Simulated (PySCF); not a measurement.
**EPR calculation, with input and output: C$_{6}$H$_{6}$B**

- system: C$_{6}$H$_{6}$B, multiplicity 2
- method: UKS B3LYP, pcH-1 on B C H, non-relativistic, mean-field spin-orbit, GIAO (PySCF 2.14.0)

It belongs to a series of runs on one base structure; here: X = H replaced by BH2.

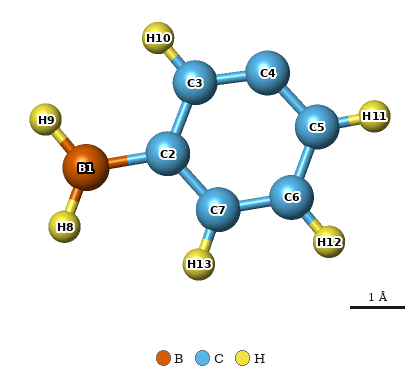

**Figure 1.** The input geometry (ball-and-stick view, seen on its broad side; atoms are numbered from 1 in the order of the input). Bond lengths as drawn: B–C 1.54 Å, B–H 1.17 Å, C–C 1.36 to 1.42 Å and C–H 1.08 Å.

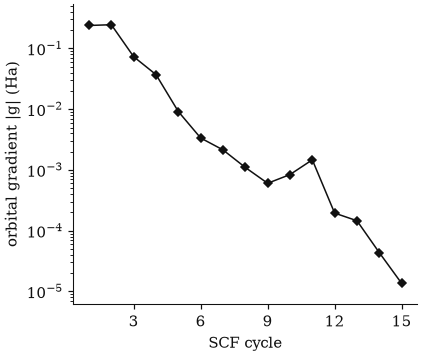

**Figure 2.** Convergence of the self-consistent field: orbital gradient |g| against the SCF cycle. All cycles printed in the log are drawn one after another.

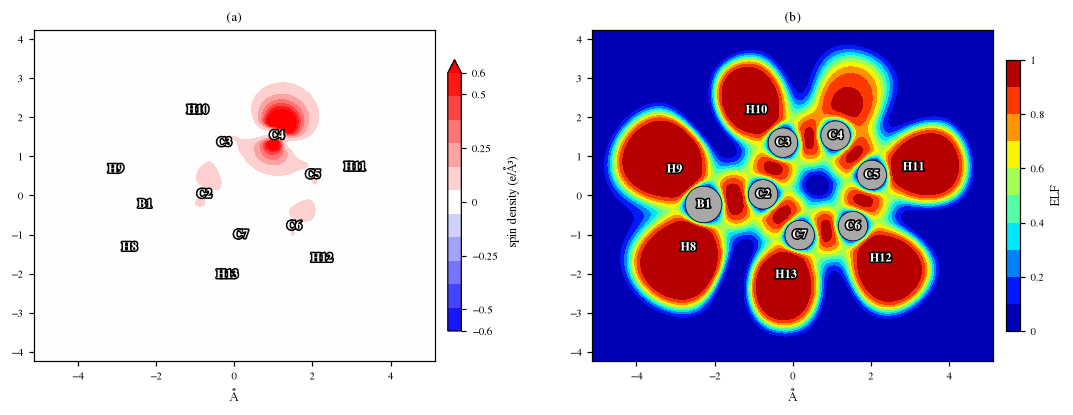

**Figure 3.** (a) spin density; (b) electron localisation function on the molecular plane. Grey discs, where drawn, cover atomic cores. C–C (1.36 Å): the ELF peaks at about 0.95 between the atoms; a double or triple bond. C–H (1.08 Å): the ELF climbs to about 1 towards the hydrogen, as it does in any bond to H (a covalent bond by its length). C–C (1.40 Å): the ELF peaks at about 0.95 between the atoms, as expected for localised, shared-pair bonding. The unpaired spin (1 electron) lies mostly on C4 (about 0.8), in electrons by Hirshfeld's partition.

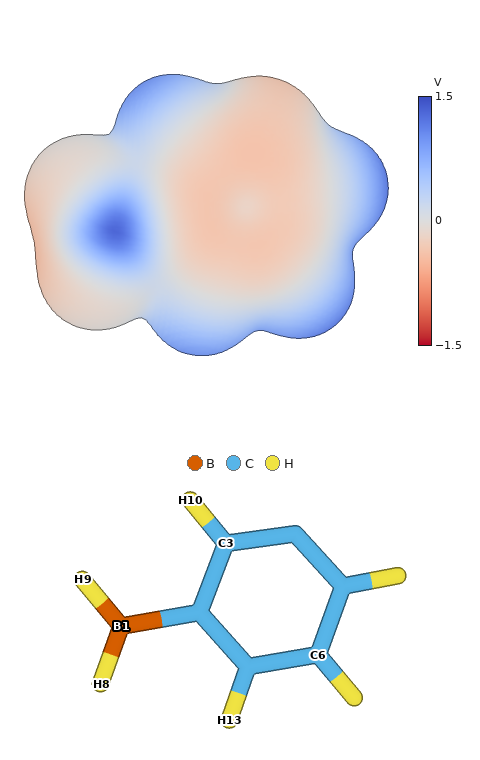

**Figure 4.** The electrostatic potential painted on the density surface at 0.002 e/bohr³, seen at a tilt; the colour scale runs from red (negative) to blue (positive). The bare structure is drawn below in the same view.

These pictures come from the run below.

**Input**
```
{"job": {"kind": "epr", "basis": "pcH-1"}, "charge": 0, "multiplicity": 2}
B      2.252923     0.426566     0.033741
C      0.760159     0.041519     0.039065
C      0.353139    -1.271811     0.375537
C     -0.972414    -1.566391     0.366106
C     -1.968647    -0.685755     0.054052
C     -1.589871     0.614901    -0.280173
C     -0.251821     0.955591    -0.283584
H      2.568037     1.517779    -0.245602
H      3.068950    -0.364741     0.306862
H      1.100831    -2.007170     0.631304
H     -3.010327    -0.970927     0.061922
H     -2.346340     1.344653    -0.533355
H      0.030992     1.966272    -0.543602
```

The first line tells a small driver script what to run in PySCF; the rest is the geometry in Å.

Run as:
```bash
OMP_NUM_THREADS=1 python <driver script> task.json out
```

**What the program printed**
```
UKS, coarse grid
  cycle   1  E = -256.98372373  |g| = 2.39e-01
  cycle   2  E = -256.98461163  |g| = 2.46e-01
  cycle   3  E = -257.01577638  |g| = 7.32e-02
  cycle   4  E = -257.01805404  |g| = 3.71e-02
  cycle   5  E = -257.01882307  |g| = 9.15e-03
  cycle   6  E = -257.01888424  |g| = 3.36e-03
  cycle   7  E = -257.01889562  |g| = 2.14e-03
  cycle   8  E = -257.01890041  |g| = 1.10e-03
  cycle   9  E = -257.01890267  |g| = 6.04e-04
UKS, final grid
  cycle   1  E = -257.01890835  |g| = 8.40e-04
  cycle   2  E = -257.01890775  |g| = 1.47e-03
  cycle   3  E = -257.01890895  |g| = 1.95e-04
  cycle   4  E = -257.01890901  |g| = 1.46e-04
  cycle   5  E = -257.01890909  |g| = 4.36e-05
  cycle   6  E = -257.01890909  |g| = 1.36e-05
E = -257.01890909 Eh   <S^2> = 0.7566 (exact 0.7500)
g shifts (ppm)      1          2          3
  rmc          -163       -163       -163
  gc             28         10        -27
  oz_so        -670        -30        989
  total        -804       -183        799
hyperfine (MHz)  atom isotope    a_iso     a_fc   dipolar eigenvalues
    0   11B       4.90       4.90     -1.25     -0.88      2.13
    1   13C      34.75      34.75     -7.48     -4.21     11.69
    2   13C       9.38       9.38    -14.31     -2.52     16.83
    3   13C     394.61     394.61    -78.64    -62.66    141.30
    4   13C      15.09      15.09    -13.61     -2.51     16.12
    5   13C      44.40      44.40     -6.29     -2.40      8.69
    6   13C      -7.15      -7.15     -5.94      2.13      3.81
    7    1H       5.25       5.25     -1.05     -0.75      1.80
    8    1H      -0.80      -0.80     -1.32     -0.75      2.08
    9    1H      56.42      56.42     -6.94     -5.69     12.63
   10    1H      55.62      55.62     -6.86     -5.68     12.54
   11    1H      14.70      14.70     -3.12     -2.19      5.31
   12    1H       8.08       8.08     -1.60      0.29      1.30
```

**Results in brief**

| quantity | value |
| --- | --- |
| outcome | converged |
| total energy | −257.018909 hartree |
| ⟨S²⟩ | 0.757 |
| isotropic g | 2.0023 |
| hardware | 1 CPU thread, shared host |
| wall time | 45 s |
| peak memory | 0.85 GiB |
